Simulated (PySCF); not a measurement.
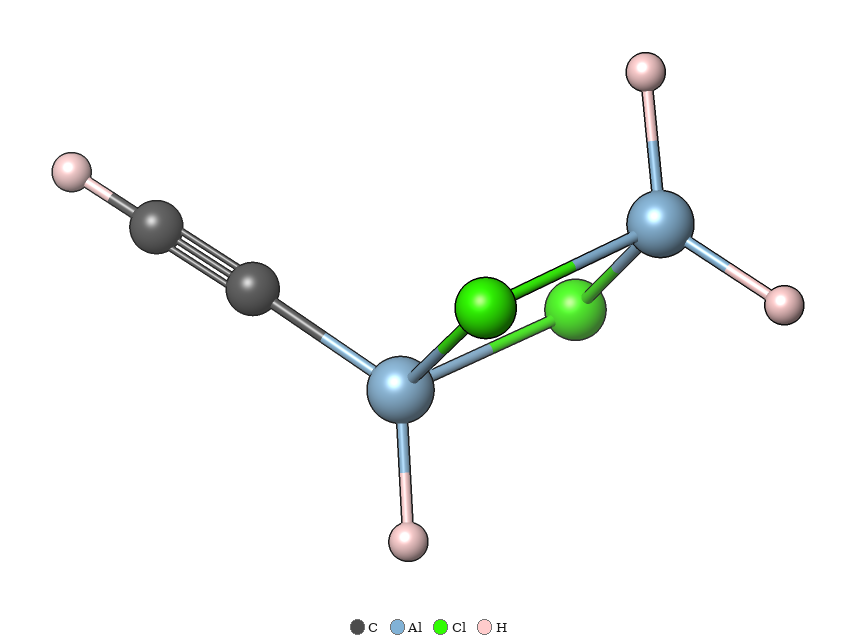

The computed structure is the end point of a PBE0-D3(BJ)/def2-SVP optimisation. No frequency run is at hand to confirm it as a minimum. Program: PySCF 2.14.0.

Tabulate lowest singlet excitation (eV) at these levels: CAM-B3LYP/def2-SVPD; LC-wPBE/def2-SVPD; PBE0/6-31+G*; PBE0/6-31G*; PBE0/aug-cc-pVDZ; PBE0/def2-SVP; PBE0/def2-TZVP; PBE0/def2-TZVPD; ωB97X-D/def2-SVPD.

| level | lowest singlet excitation (eV) |
| --- | --- |
| CAM-B3LYP/def2-SVPD | 5.64 |
| LC-wPBE/def2-SVPD | 5.77 |
| PBE0/6-31+G* | 5.56 |
| PBE0/6-31G* | 5.54 |
| PBE0/aug-cc-pVDZ | 5.53 |
| PBE0/def2-SVP | 5.62 |
| PBE0/def2-TZVP | 5.57 |
| PBE0/def2-TZVPD | 5.55 |
| ωB97X-D/def2-SVPD | 5.72 |
